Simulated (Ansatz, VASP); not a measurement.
## Cross-check of SbAs between VASP and Ansatz

Wanted: the spread between two codes on one cell, functional and k mesh. The cell is generated by rule, not measured, and may not be a known phase. The cell is taken from a series of VASP runs on this material, whose earlier steps may have relaxed, scaled or displaced it; both programs get it as it stands. Valence electrons are named where the data sets of a main pair hold unlike numbers.

Main program and level: Ansatz 0.2.0; plane waves, with VASP 6.6.1 beside it; band structure at PBEsol and band structure at PBEsol, spin-orbit coupling.

The structure was built from a prototype and need not be the compound's stable phase.

## (1) Set-up

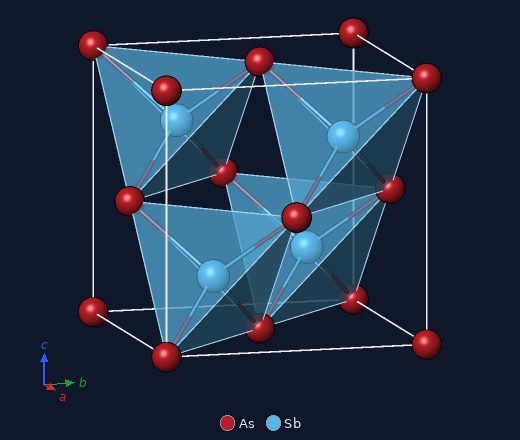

The starting structure, seen slightly off an axis (arsenic red, antimony blue). This picture shows the conventional cell, with its axes. Bonds to atoms that aren't drawn are left out. Some periodic images of atoms are drawn too.

## (2) Ansatz: band structure, PBEsol

Ansatz runs on its default PAW (the set named soft_2) files.

With cell and atoms fixed, the geometry can't cause a difference; cores, projectors, grids and the points listed under the comparison can.

input.yaml reads:

```yaml
crystal:
  lattice:
    - [0.0, 3.01377, 3.01377]
    - [3.01377, 0.0, 3.01377]
    - [3.01377, 3.01377, 0.0]
  atoms:
    - { symbol: As, position: [0.0, 0.0, 0.0] }
    - { symbol: Sb, position: [0.25, 0.25, 0.25] }
hamiltonian:
  xc: pbesol
  pseudopotentials: { kind: paw }
kpoints:
  mp_grid: { grid: [12, 12, 12] }
  band_path:
    path:
      - [0.0, 0.0, 0.0]
      - [0.17391, 0.0, 0.17391]
      - [0.34783, 0.0, 0.34783]
      - [0.5, 0.0, 0.5]
      - [0.5, 0.08696, 0.58696]
      - [0.5, 0.18478, 0.68478]
      - [0.49457, 0.25543, 0.75]
      - [0.45109, 0.29891, 0.75]
      - [0.40761, 0.34239, 0.75]
      - [0.34239, 0.34239, 0.68478]
      - [0.21196, 0.21196, 0.42391]
      - [0.08152, 0.08152, 0.16304]
      - [0.04348, 0.04348, 0.04348]
      - [0.23913, 0.23913, 0.23913]
      - [0.41304, 0.41304, 0.41304]
      - [0.5163, 0.46739, 0.5163]
      - [0.55978, 0.38043, 0.55978]
      - [0.6087, 0.28261, 0.6087]
      - [0.60326, 0.25, 0.64674]
      - [0.55978, 0.25, 0.69022]
      - [0.5163, 0.25, 0.7337]
      - [0.5, 0.30435, 0.69565]
      - [0.5, 0.3913, 0.6087]
      - [0.5, 0.47826, 0.52174]
      - [0.47283, 0.47283, 0.55435]
      - [0.42391, 0.42391, 0.65217]
      - [0.38043, 0.38043, 0.73913]
      - [0.59239, 0.18478, 0.59239]
      - [0.54891, 0.09783, 0.54891]
      - [0.5, 0.0, 0.5]
    npoints: 1
scf:
  occupations: { method: gaussian, width: 0.02 }
  n_extra_bands: 7
output:
  forces: true
  stress: true
  eigenvalues: true
  write_density: true
  write_potential: true
  elf: true
  volumetric_format: npy
```

Started as:

```console
$ ansatz run input.yaml --threads 2 --pin off --max-ram 4608MiB --backend cpu --events-out ev --progress --plain --runs-dir out
```

Numbers of over 12 decimals in the logs are rounded to 6 here.

The program printed:

```text
scf.n_extra_bands = 7 over 15 filled bands (N_el = 30.0): the run solves 22 bands
Engine: ansatz 0.2.0, x86_64-unknown-linux-gnu
Pseudopotentials: kind: paw
Pseudopotential: As, paw, valence charge 15, recommended cutoff 420 eV (normal), As.paw.azcp
Pseudopotential: Sb, paw, valence charge 15, recommended cutoff 420 eV (normal), Sb.paw.azcp
Functional definition: PBEsol
  exchange = pbesol_x
  correlation = pbesol_c
Crystal: 2 atoms, lattice volume = 54.747 Å³
Basis set: ecut = 420 eV, 1067 PW (Γ), exchange–correlation on 60×60×60 points (8 copies of the dense FFT grid, shifted against one another)
Bands: 22, of which v1, the nominal top of the filled ones, is band 15 counted from 1 (14 counted from 0)
Symmetry: 24 space group operations
Space group: F-43m (ITA 216), of the structure as read, at distance tolerance 3.8e-5 Å
k-points: 72 of 1728 (time reversal used)
Non-local potential: As, projectors of the file, l = 0: 2, l = 1: 2, l = 2: 3, l = 3: 1
Non-local potential: Sb, projectors of the file, l = 0: 2, l = 1: 2, l = 2: 2, l = 3: 2
PAW form: soft (Blöchl's): semilocal exchange-correlation on the pseudo side does not see the compensation charge
PAW frozen core: As, regenerated for the run's functional, and the local potential with it (the file was generated under x = pbe(κ = 0.804, μ = 0.219515), c = pbe(β = 0.066725))
PAW frozen core: Sb, regenerated for the run's functional, and the local potential with it (the file was generated under x = pbe(κ = 0.804, μ = 0.219515), c = pbe(β = 0.066725))
PAW one-centre angular grid: As, 590 points (default); XC on 64 Gauss nodes
PAW one-centre angular grid: Sb, 590 points (default); XC on 64 Gauss nodes
Initial density: superposition of atomic densities (neutral atoms: chi_scale 0, normalization atom), corrected by the library's trained network
Initial wavefunctions: pseudopotential atomic-orbital guess
Functional: x = pbesol(κ = 0.804, μ = 0.123457), c = pbesol(β = 0.046)
SCF iter   1: F=—  HF=-11220.003437 eV  |F-HF|=—  |Δ(HF+E_count)|=         —  Δρ=2.42e-3  dr2=4.66e-3  ethr=1.77e-3  ⟨swp⟩=6.6  Hψ=8407  notcnv=0
preconditioner: auto → none  [insulator: Δε(μ)=0.222 eV  Ē_g=11.857 eV  σ=0.020 eV  W_gap=0.92  n_scr=14 (ndim 8)  ℏωp=15.9 eV  f_vac=0.030  D(μ)=0.48/eV (n_scr^D=0)  ε∞_Penn≈2.8]
SCF iter   2: F=—  HF=-11220.001041 eV  |F-HF|=—  |Δ(HF+E_count)|=   2.40e-3  Δρ=1.33e-3  dr2=6.45e-4  ethr=1.55e-5  ⟨swp⟩=2.8  Hψ=3438  notcnv=0  defer=145
SCF iter   3: F=—  HF=-11220.000913 eV  |F-HF|=—  |Δ(HF+E_count)|=   1.28e-4  Δρ=4.58e-4  dr2=1.09e-4  ethr=2.15e-6  ⟨swp⟩=2.0  Hψ=2504  notcnv=0  defer=145
SCF iter   4: F=—  HF=-11220.000913 eV  |F-HF|=—  |Δ(HF+E_count)|=   3.89e-7  Δρ=1.45e-4  dr2=5.96e-6  ethr=3.63e-7  ⟨swp⟩=2.1  Hψ=1797  notcnv=0  defer=145
SCF iter   5: F=—  HF=-11220.000914 eV  |F-HF|=—  |Δ(HF+E_count)|=   1.90e-6  Δρ=5.67e-5  dr2=1.08e-6  ethr=1.99e-8  ⟨swp⟩=2.0  Hψ=2524  notcnv=0  defer=145
SCF iter   6: F=-11220.000913 eV  HF=-11220.000913 eV  |F-HF|=4.72e-8  |Δ(HF+E_count)|=   1.08e-6  Δρ=1.29e-5  dr2=5.33e-8  ethr=3.33e-10  ⟨swp⟩=10.7  Hψ=10942  notcnv=0
SCF 1 converged in 6 iterations: F = -11220.000913 eV  dr2 = 5.33e-8
  greatest PAW one-centre occupation: 0.999 electrons in one spin orbital (limit 2), on the As atom at site 0 (counted from 0), in its partial waves of l = 2
NSCF: frozen V_eff on 30 k-points
SCF converged after 6 iterations
Free energy (F): -11220.000913 eV
Harris-Foulkes:  -11220.000913 eV  (|F-HF|=4.72e-8)
Internal energy: -11220.000820 eV  (E = F + TS)
E sigma→0 (E₀):  -11220.000867 eV
Entropy (-TS):   -0.000093 eV (-0.047 meV/atom)
Fermi energy:    9.704174 eV
--- Per-component energies (eV) ---
  E_band       = -433.148955
  E_kinetic    = 314.213205
  E_local      = -3648.352096  (includes V_loc(G=0)·N_el)
  E_nonlocal   = -304.451477
  E_hartree    = 1821.818689
  E_xc         = -217.954795
  E_vxc        = -178.023678  (∫ρ·V_xc dr)
  E_paw        = -6291.063695  (= ΣΔE_a)
  E_vpaw       = -260.186845  (= ΣTr[D̂ρ^β])
  E_aug_tail   = 0.000006  (compensation charges beyond the density's cutoff)
  E_ewald      = -2895.508943
  E_core_change = 1.298286  (= ΣΔE_core)
  E_smearing   = -0.000093  (= −TS)
  E_closure    = -0.000000  (closes the sum)
  Σ components = -11220.000913   (vs F -11220.000913, Δ=0.00e0)
--- Forces (eV/Å), atoms counted from 1 ---
  atom   1  As    -0.00000000    -0.00000000    -0.00000000
  atom   2  Sb     0.00000000    -0.00000000    -0.00000000
  max |Σ_I F_I| component: 1.09e-15 eV/Å
--- Stress (GPa, compression-positive) ---
       12.228116       0.000000      -0.000000
       -0.000000      12.228116       0.000000
       -0.000000       0.000000      12.228116
  P = ⅓ Tr σ = 12.2281 GPa (122.281 kbar)
--- Band table (eV; the first three rows and the last of 72) ---
  k-point 0: bands = [... 11 lower, 5.0881, 7.1079, 7.1079, 7.1079, 10.0145, 10.0145, 10.0145, 13.9577, ... 3 higher]
  k-point 1: bands = [... 11 lower, 4.5177, 6.9946, 6.9946, 7.3553, 10.1750, 10.1750, 10.1909, 14.3263, ... 3 higher]
  k-point 2: bands = [... 11 lower, 3.4217, 6.7338, 6.7338, 7.4929, 10.5449, 10.5449, 10.8549, 15.1365, ... 3 higher]
  k-point 71: bands = [... 11 lower, -0.8223, 4.2064, 4.2338, 10.8360, 11.0261, 11.8023, 12.6997, 16.6225, ... 3 higher]
```

Wall time 2.8 s (2 threads of Intel Xeon 6975P-C (Granite Rapids), shared host); peak memory 0.46 GiB; 5.3 s of CPU time.

## (3) VASP: band structure, PBEsol

The same cell, functional, mesh and smearing now go to VASP, with its own data sets.

Lines of VASP's logs that name or quote its potential files are left out, and so is its time.

INCAR reads:

```
SYSTEM = SbAs
PREC = Accurate
ENCUT = 400
EDIFF = 1E-06
NELM = 100
ISMEAR = 0
SIGMA = 0.02
LREAL = .FALSE.
ALGO = Normal
GGA = PS
NBANDS = 17
LORBIT = 11
LWAVE = .FALSE.
LCHARG = .FALSE.
KPAR = 4
ISIF = 2
```

POSCAR reads:

```
SbAs
1.0
    0.0000000000      3.0137700000      3.0137700000
    3.0137700000      0.0000000000      3.0137700000
    3.0137700000      3.0137700000      0.0000000000
As Sb
1 1
Direct
    0.0000000000      0.0000000000      0.0000000000
    0.2500000000      0.2500000000      0.2500000000
```

KPOINTS reads:

```
Automatic mesh
0
Gamma
12 12 12
0 0 0
```

KPOINTS_OPT reads:

```
Line mode
24
Line-mode
Reciprocal
  0.00000000   0.00000000   0.00000000 GAMMA
  0.50000000   0.00000000   0.50000000 X

  0.50000000   0.00000000   0.50000000 X
  0.50000000   0.25000000   0.75000000 W

  0.50000000   0.25000000   0.75000000 W
  0.37500000   0.37500000   0.75000000 K

  0.37500000   0.37500000   0.75000000 K
  0.00000000   0.00000000   0.00000000 GAMMA

  0.00000000   0.00000000   0.00000000 GAMMA
  0.50000000   0.50000000   0.50000000 L

  0.50000000   0.50000000   0.50000000 L
  0.62500000   0.25000000   0.62500000 U

  0.62500000   0.25000000   0.62500000 U
  0.50000000   0.25000000   0.75000000 W

  0.50000000   0.25000000   0.75000000 W
  0.50000000   0.50000000   0.50000000 L

  0.50000000   0.50000000   0.50000000 L
  0.37500000   0.37500000   0.75000000 K

  0.62500000   0.25000000   0.62500000 U
  0.50000000   0.00000000   0.50000000 X
```

PAW data sets: As and Sb (PBE family, release 64).

Started as:

```console
$ mpirun -np 4 vasp_std
```

The program printed:

```text
[banner, memory and clock lines left out]
running    4 mpi-ranks, on    1 nodes
 distrk:  each k-point on    1 cores,    4 groups
 distr:  one band on    1 cores,    1 groups

 POSCAR found type information on POSCAR AsSb
 POSCAR found :  2 types and       2 ions
|                                                                             |
|               ----> ADVICE to this user running VASP <----                  |
|                                                                             |
|     You enforced a specific xc type in the INCAR file but a different       |
|     [... a line on the potential file left out ...]
|     I HOPE YOU KNOW WHAT YOU ARE DOING!                                     |
|                                                                             |

 LDA part: xc-table for (Slater+PW92), standard interpolation
 POSCAR, INCAR and KPOINTS ok, starting setup
 FFT: planning ... GRIDC
 FFT: planning ... GRID_SOFT
 FFT: planning ... GRID
 WAVECAR not read
 entering main loop
       N       E                     dE             d eps       ncg     rms          rms(c)
DAV:   1     0.200112614128E+02    0.20011E+02   -0.31466E+03  2448   0.386E+02
DAV:   2    -0.742706486617E+01   -0.27438E+02   -0.26264E+02  3257   0.791E+01
DAV:   3    -0.864747333307E+01   -0.12204E+01   -0.12154E+01  2942   0.150E+01
DAV:   4    -0.865604680254E+01   -0.85735E-02   -0.85727E-02  3176   0.159E+00
DAV:   5    -0.865614626079E+01   -0.99458E-04   -0.99457E-04  3040   0.172E-01    0.438E+00
DAV:   6    -0.856453965377E+01    0.91607E-01   -0.16685E-01  2742   0.110E+00    0.265E+00
DAV:   7    -0.854799530211E+01    0.16544E-01   -0.53462E-02  3119   0.751E-01    0.746E-01
DAV:   8    -0.854649211084E+01    0.15032E-02   -0.56998E-03  2775   0.279E-01    0.930E-02
DAV:   9    -0.854649362903E+01   -0.15182E-05   -0.48776E-04  3002   0.937E-02    0.176E-02
DAV:  10    -0.854648971868E+01    0.39104E-05   -0.26744E-05  2857   0.201E-02    0.114E-02
DAV:  11    -0.854648785844E+01    0.18602E-05   -0.46655E-06  2993   0.710E-03    0.319E-03
DAV:  12    -0.854648782935E+01    0.29088E-07   -0.39663E-07  1519   0.307E-03
   1 F= -.85464878E+01 E0= -.85464403E+01  d E =-.950905E-04
 Start KPOINTS_OPT (optional k-point list driver)
k-point batch [1-72\240]
       N       E                     dE             ncg
DAV:   1     0.172439132234E+04   -0.16397E+05     2448
DAV:   2    -0.184292913694E+03   -0.19087E+04     3323
DAV:   3    -0.264891184769E+03   -0.80598E+02     2861
DAV:   4    -0.265476304544E+03   -0.58512E+00     3359
DAV:   5    -0.265483489562E+03   -0.71850E-02     3167
DAV:   6    -0.265483625237E+03   -0.13568E-03     3194
DAV:   7    -0.265483628193E+03   -0.29564E-05     2944
DAV:   8    -0.265483628398E+03   -0.20421E-06     2361
[...]
k-point batch [217-240\240]
       N       E                     dE             ncg
DAV:   1     0.137969977499E+05   -0.67880E+04      816
DAV:   2     0.131774260993E+05   -0.61957E+03     1088
DAV:   3     0.131528235412E+05   -0.24603E+02     1010
DAV:   4     0.131526335242E+05   -0.19002E+00     1039
DAV:   5     0.131526307647E+05   -0.27595E-02     1072
DAV:   6     0.131526307063E+05   -0.58398E-04     1015
DAV:   7     0.131526307049E+05   -0.14689E-05     1064
DAV:   8     0.131526307048E+05   -0.47403E-07      670
```

From OUTCAR (step 3):

```text
ion  position               nearest neighbor table
   1  0.000  0.000  0.000-   2 2.61   2 2.61   2 2.61   2 2.61
   2  0.250  0.250  0.250-   1 2.61   1 2.61   1 2.61   1 2.61

  LATTYP: Found a face centered cubic cell.
 ALAT       =     6.0275400000

 Subroutine GETGRP returns: Found 24 space group operations
 (whereof 24 operations were pure point group operations)

The static configuration has the point symmetry T_d .

 Found     72 irreducible k-points:

   k-points           NKPTS =     72   k-points in BZ     NKDIM =     72   number of bands    NBANDS=     17

   dimension x,y,z NGX =    28 NGY =   28 NGZ =   28
   dimension x,y,z NGXF=    56 NGYF=   56 NGZF=   56

   ENCUT  =  400.0 eV  29.40 Ry    5.42 a.u.   6.95  6.95  6.95*2*pi/ulx,y,z

   NELECT =      10.0000    total number of electrons

 k-points in reciprocal lattice and weights: Automatic mesh
   0.00000000  0.00000000  0.00000000       0.001
   0.08333333  0.00000000  0.00000000       0.005
   0.16666667  0.00000000  0.00000000       0.005
   0.25000000  0.00000000  0.00000000       0.005
   0.33333333  0.00000000  0.00000000       0.005
   0.41666667  0.00000000  0.00000000       0.005
   0.50000000  0.00000000  0.00000000       0.002
   0.08333333  0.08333333  0.00000000       0.003
   0.16666667  0.08333333  0.00000000       0.014
[...]
-0.33333333  0.50000000  0.16666667       0.007
  -0.25000000  0.50000000  0.25000000       0.003

 average (electrostatic) potential at core
       1 -49.0852       2 -87.0888

 E-fermi :   6.0950

 k-point     1 :       0.0000    0.0000    0.0000
  band No.  band energies     occupation
      1      -8.4313      2.00000
      2       1.5125      2.00000
      3       3.4914      2.00000
      4       3.4914      2.00000
      5       3.4914      2.00000
      6       6.3972      0.00000
      7       6.3972      0.00000
      8       6.3972      0.00000
      9      10.3427      0.00000
     10      13.1177      0.00000
    ...

 k-point     2 :       0.0833    0.0000    0.0000
  band No.  band energies     occupation
      1      -8.3626      2.00000
      2       0.9307      2.00000
      3       3.3775      2.00000
      4       3.3775      2.00000
      5       3.7470      2.00000
      6       6.5583      0.00000
      7       6.5583      0.00000
      8       6.5756      0.00000
      9      10.7114      0.00000
     10      12.7089      0.00000
    ...

 k-point     3 :       0.1667    0.0000    0.0000
  band No.  band energies     occupation
      1      -8.1606      2.00000
      2      -0.1774      2.00000
      3       3.1155      2.00000
      4       3.1155      2.00000
      5       3.8881      2.00000
      6       6.9289      0.00000
      7       6.9289      0.00000
      8       7.2447      0.00000
      9      11.5212      0.00000
     10      12.2632      0.00000
    ...

  Total        4.3205551      4.3205551      4.3205551      0.0000000      0.0000000      0.0000000
  in kB      126.4415510    126.4415510    126.4415510      0.0000000      0.0000000      0.0000000
  external PRESSURE =     126.4415510 kB  Pullay stress =       0.0000000 kB

  energy-cutoff  :      400.00
  volume of cell :       54.75
      direct lattice vectors                 reciprocal lattice vectors
     0.000000000  3.013770000  3.013770000    -0.165905162  0.165905162  0.165905162
     3.013770000  0.000000000  3.013770000     0.165905162 -0.165905162  0.165905162
     3.013770000  3.013770000  0.000000000     0.165905162  0.165905162 -0.165905162

 POSITION                                       TOTAL-FORCE (eV/Angst)
 -----------------------------------------------------------------------------------
      0.00000      0.00000      0.00000        -0.000000     -0.000000     -0.000000
      1.50689      1.50689      1.50689         0.000000      0.000000      0.000000
 -----------------------------------------------------------------------------------
    total drift:                                0.000000      0.000000      0.000000

  FREE ENERGIE OF THE ION-ELECTRON SYSTEM (eV)
  ---------------------------------------------------
  free  energy   TOTEN  =        -8.5464878294 eV

  energy  without entropy=       -8.5463927388  energy(sigma->0) =       -8.54644028

 total charge
# of ion       s       p       d       tot
------------------------------------------
    1        1.333   1.429   0.053   2.814
    2        1.243   1.165   0.062   2.471
--------------------------------------------------
tot          2.576   2.594   0.115   5.285

[... 3 further parts left out ...]
```

The PAW data sets were made with PBE, which is usual practice but a small mismatch for other functionals.

## (4) Comparison

Known differences besides the potentials themselves: the data sets hold 30 valence electrons in Ansatz (on its default PAW (the set named soft_2) files) and 10 in VASP; the cutoff is 420 eV in Ansatz and 400 eV in VASP; Ansatz makes its cores anew for this functional, VASP keeps those of its PBE data sets; VASP leaves aspherical gradient terms in its spheres out (LASPH is not set), Ansatz keeps them. Total energies have different zeros and are not compared.

Compared:

```csv
quantity,Ansatz,VASP,difference
pressure (GPa),12.23,12.64,-0.42
```

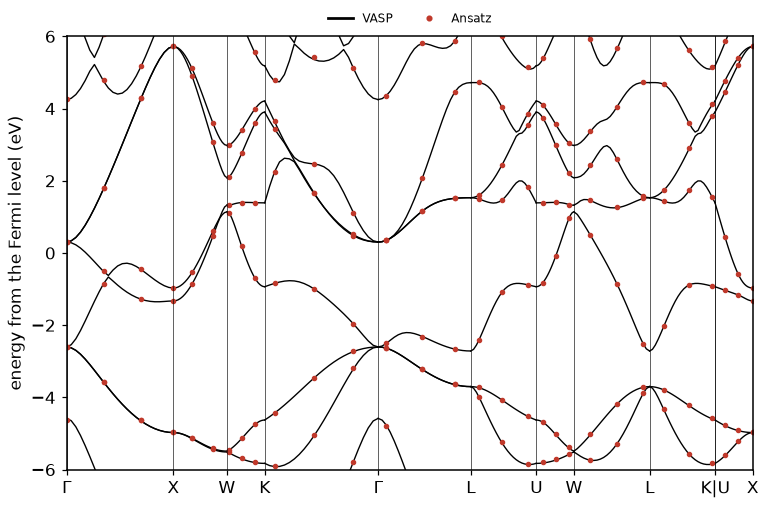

Bands from VASP (lines) and levels from Ansatz (dots). Dots without a line are higher empty bands that the VASP plot leaves out.

Levels from 3 eV below to 2 eV above the Fermi level differ by 6 meV r.m.s. and 11 meV at most; each VASP level is matched to the nearest of Ansatz, which flatters the figure a little.

(Part 1 of 2 ends here.)

[Lines on the potential files, build, host, timing and source positions are cut from VASP's logs without a mark.]

[Logs are printed without paths, hosts, clocks, repeated set-up lines and the standing remarks that a program may print on its own settings, such as how far it seeks lower states.]

[Hosts, paths, dates, database ids (printed as entryN), source tags and the programs' standing remarks are cut or masked in the printed files.]
